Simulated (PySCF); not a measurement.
# [Tl(H2O)]3+: a change of charge

Aim: at the relaxed geometry of [Tl(H2O)]3+, try a change of charge. The species was built from a template and needn't be a known compound.

Program: PySCF 2.14.0. Level of theory: PBE0, Tl def2-SVP with ECP60, O def2-SVP, H def2-SVP; scalar-relativistic core potentials, no spin–orbit coupling. These are calculated values, not measurements.

1 further run of the same task is left out (for a known fault of the program).

### Step 1. Where the work starts

4 atoms, charge 3, spin multiplicity 1.

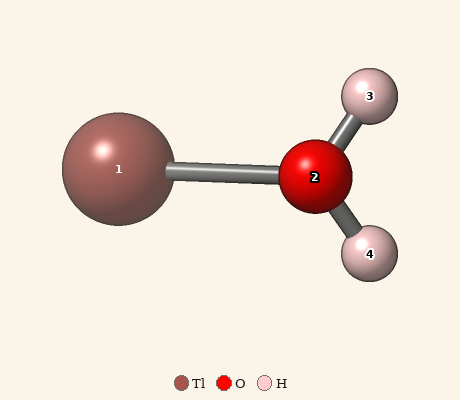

The structure; thallium brown, oxygen red, hydrogen pink; atoms are numbered from 1 in the order of the file.

Coordinates:

```xyz
4
charge 3, multiplicity 1
Tl    0.0000   -0.0202   -0.2490
O     0.0000    0.1233    2.0207
H     0.8308   -0.2822    2.4766
H    -0.8308   -0.2822    2.4766
```

Formal oxidation states: Tl +3. An earlier session relaxed this geometry at PBE0, Tl def2-SVP with ECP60, O def2-SVP, H def2-SVP (singlet, point group Cs).

Its energy there is -247.044920 Eh.

### Step 2. One electron removed, multiplicity 2

Input file run.py (the lines that set the calculation):

```python
mol = gto.M(atom='''
Tl     0.00000    -0.02023    -0.24900
O      0.00000     0.12328     2.02072
H      0.83083    -0.28220     2.47660
H     -0.83083    -0.28220     2.47660''',
    basis={'Tl': 'def2-SVP', 'O': 'def2-SVP', 'H': 'def2-SVP'},
    ecp={'Tl': 'def2-SVP'},
    charge=4, spin=1)
mf = dft.UKS(mol, xc='PBE0')
mf.grids.atom_grid = (50, 194)
mf = mf.density_fit()  # fitting sets: Tl def2-universal-JKFIT, O def2-universal-JKFIT, H def2-universal-JKFIT
mf.conv_tol = 1e-08; mf.max_cycle = 55
mf.kernel(dm0)  # dm0: the density of the relaxed state
```

The run is started by

```
OMP_NUM_THREADS=2 python run.py
```

Output:

```text
init E= -247.056404643665
  HOMO = -1.16808231059  LUMO = -1.1426238499  gap/eV = 0.69276
cycle= 1 E= -245.690861606415  delta_E= 1.37  |g|= 0.456  |ddm|= 0.821
  HOMO = -1.75165005303  LUMO = -1.58524110685  gap/eV = 4.52822
cycle= 2 E= -245.653564422387  delta_E= 0.0373  |g|= 0.612  |ddm|= 1.02
  HOMO = -1.61965131033  LUMO = -1.36356102778  gap/eV = 6.96857
cycle= 3 E= -245.808994706076  delta_E= -0.155  |g|= 0.0602  |ddm|= 0.435
  HOMO = -1.59329123235  LUMO = -1.33929695855  gap/eV = 6.91154
cycle= 4 E= -245.811173423066  delta_E= -0.00218  |g|= 0.00729  |ddm|= 0.0888
  HOMO = -1.59349740486  LUMO = -1.33821883285  gap/eV = 6.94648
cycle= 5 E= -245.811258259588  delta_E= -8.48e-05  |g|= 0.00229  |ddm|= 0.0234
  HOMO = -1.59307512389  LUMO = -1.33856733651  gap/eV = 6.92551
cycle= 6 E= -245.811267709648  delta_E= -9.45e-06  |g|= 0.000957  |ddm|= 0.00765
  HOMO = -1.59275124459  LUMO = -1.33854736797  gap/eV = 6.91724
cycle= 7 E= -245.811269823723  delta_E= -2.11e-06  |g|= 0.000253  |ddm|= 0.00426
  HOMO = -1.59256978687  LUMO = -1.33854330249  gap/eV = 6.91241
cycle= 8 E= -245.811270017787  delta_E= -1.94e-07  |g|= 3.4e-05  |ddm|= 0.00159
  HOMO = -1.59256117546  LUMO = -1.33854500189  gap/eV = 6.91213
cycle= 9 E= -245.811270020203  delta_E= -2.42e-09  |g|= 9.5e-06  |ddm|= 0.000153
  HOMO = -1.59255905241  LUMO = -1.33854580503  gap/eV = 6.91205
Extra cycle  E= -245.811270020324  delta_E= -1.21e-10  |g|= 4.06e-06  |ddm|= 2.03e-05
converged SCF energy = -245.811270020324  <S^2> = 0.75575026  2S+1 = 2.005742
```

Wall time 0.6 s (2 threads of Arm Neoverse V1, shared host).

Result: E = -245.811270 Eh (+33.569 eV from the relaxed state), HOMO -43.34 eV, LUMO -36.42 eV (over both spins), ⟨S²⟩ = 0.756, Mulliken charge on Tl1 +2.69 e. 

### Step 3. One electron added, multiplicity 2

run.py (the lines that set the calculation), as its differences from that of step 2:

```diff
@@ -7,3 +7,3 @@
     ecp={'Tl': 'def2-SVP'},
-    charge=4, spin=1)
+    charge=2, spin=1)
 mf = dft.UKS(mol, xc='PBE0')
```

The run is started by

```
OMP_NUM_THREADS=2 python run.py
```

Output:

```text
init E= -247.054875065259
  HOMO = -1.03770589036  LUMO = -1.0250645605  gap/eV = 0.34399
cycle= 1 E= -247.953495036369  delta_E= -0.899  |g|= 0.214  |ddm|= 1.52
  HOMO = -0.783126283104  LUMO = -0.668970518784  gap/eV = 3.10634
cycle= 2 E= -247.934811059326  delta_E= 0.0187  |g|= 0.324  |ddm|= 0.523
  HOMO = -0.816053702322  LUMO = -0.707441428954  gap/eV = 2.95549
cycle= 3 E= -247.974165812444  delta_E= -0.0394  |g|= 0.0691  |ddm|= 0.352
  HOMO = -0.827798518161  LUMO = -0.712272299759  gap/eV = 3.14363
cycle= 4 E= -247.976683508403  delta_E= -0.00252  |g|= 0.0125  |ddm|= 0.125
  HOMO = -0.829065071487  LUMO = -0.711485596453  gap/eV = 3.19950
cycle= 5 E= -247.976770176922  delta_E= -8.67e-05  |g|= 0.00477  |ddm|= 0.0148
  HOMO = -0.828793263913  LUMO = -0.711014350224  gap/eV = 3.20493
cycle= 6 E= -247.976784900635  delta_E= -1.47e-05  |g|= 0.000921  |ddm|= 0.00667
  HOMO = -0.828668170396  LUMO = -0.710867935321  gap/eV = 3.20551
cycle= 7 E= -247.976785827612  delta_E= -9.27e-07  |g|= 0.000309  |ddm|= 0.00252
  HOMO = -0.828630910685  LUMO = -0.710860274771  gap/eV = 3.20470
cycle= 8 E= -247.976785960669  delta_E= -1.33e-07  |g|= 0.000121  |ddm|= 0.0011
  HOMO = -0.828615666286  LUMO = -0.710861040445  gap/eV = 3.20427
cycle= 9 E= -247.97678598084  delta_E= -2.02e-08  |g|= 1.83e-05  |ddm|= 0.000429
  HOMO = -0.828613038353  LUMO = -0.710859245949  gap/eV = 3.20424
cycle= 10 E= -247.976785982117  delta_E= -1.28e-09  |g|= 6.74e-06  |ddm|= 0.000115
  HOMO = -0.828612406442  LUMO = -0.710859195158  gap/eV = 3.20423
Extra cycle  E= -247.9767859822  delta_E= -8.29e-11  |g|= 4.88e-06  |ddm|= 1.87e-05
converged SCF energy = -247.9767859822  <S^2> = 0.75726451  2S+1 = 2.0072514
```

Run time: 0.7 s. Hardware: 2 threads of Arm Neoverse V1, shared host.

Result: E = -247.976786 Eh (-25.357 eV from the relaxed state), HOMO -22.55 eV, LUMO -19.34 eV (over both spins), ⟨S²⟩ = 0.757, Mulliken charge on Tl1 +1.41 e. 

### Step 4. Results

| state | energy from the relaxed state (eV) | ⟨S²⟩ | time |
| --- | --- | --- | --- |
| charge +3, singlet, vacuum (relaxed) | 0 | 0.00 |  |
| charge +2, doublet, vacuum | -25.36 | 0.76 | 0.7 s |
| charge +4, doublet, vacuum | 33.57 | 0.76 | 0.6 s |

An electron taken off or put on is at rest in vacuum. 

Removing an electron vertically costs 33.57 eV (doublet), against −HOMO = 31.44 eV. Adding an electron vertically releases 25.36 eV (doublet). These are double-zeta-type bases without diffuse functions. Spin–orbit coupling is left out.
